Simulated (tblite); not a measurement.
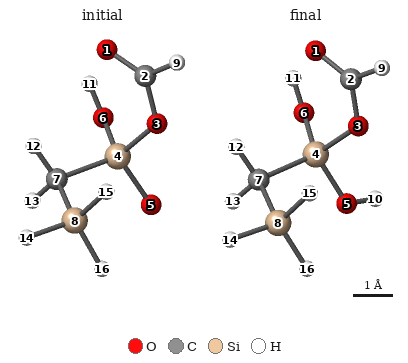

The structure of C2H8O4Si2 before (left) and after (right) a relaxation, at one scale.

Style: ball-and-stick. Shown from a free direction.

Theory: GFN2-xTB geometry optimisation, gas phase (tblite). 

Summarise the run.

Answer. After 75 geometry steps the energy has fallen by 0.298 eV. The largest move after the best rigid fit is that of H10, 0.64 Å. Largest moves by element: H 0.64 Å, O 0.24 Å, Si 0.21 Å, C 0.12 Å. Near-neighbour distances that change, for instance: C7–Si8 1.839 → 1.904 Å, Si4–O5 1.648 → 1.610 Å, C2–O3 1.337 → 1.301 Å, O3–Si4 1.672 → 1.704 Å. Bond angles that change, for instance: O6–Si4–C7 109.5° → 117.7°, Si4–O5–H10 113.3° → 121.0°, Si4–C7–Si8 108.1° → 113.7°. Groups turn about Si4–O5 by about 60°.
